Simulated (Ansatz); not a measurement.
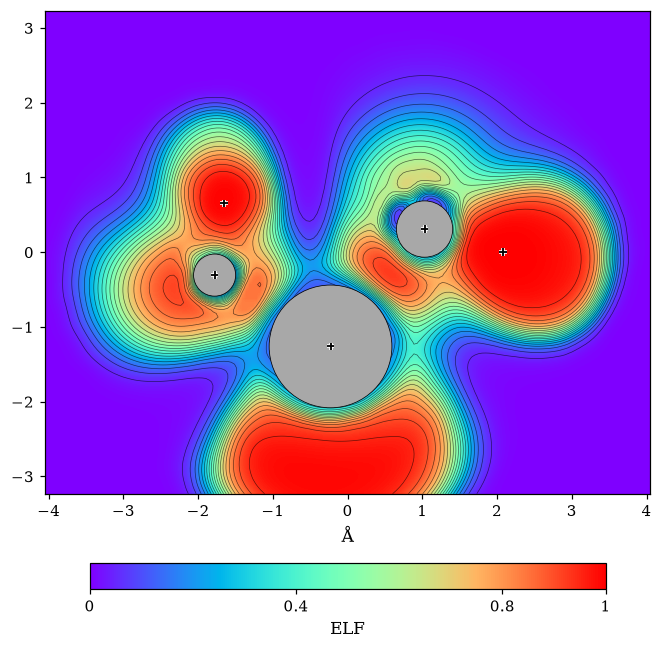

The ELF on a plane through atoms (crosses mark nuclei in the plane; grey discs cover the cores).

Theory: isolated molecule in a Gaussian basis; Kohn-Sham density functional theory, functional PBE0 (Ansatz 0.2.0).

Candidates:
A. KLi
B. CH$_{4}$GeO (SMILES [CH3][Ge][OH])
C. H$_{2}$PSi (SMILES [Si]=[PH2+]) (charge +1)

> Which system is this?

Candidate B: CH$_{4}$GeO on the plane of atoms Ge2, C1 and H5, which holds C, Ge, O and H. Ge–O (1.82 Å): the ELF peaks at about 0.85 in the valence shell of O, 0.6 Å from its nucleus, and is about 0.30 at the midpoint. C–Ge (2.01 Å): the ELF peaks at about 0.95 in the valence shell of C, 0.8 Å from its nucleus, and is about 0.75 at the midpoint.
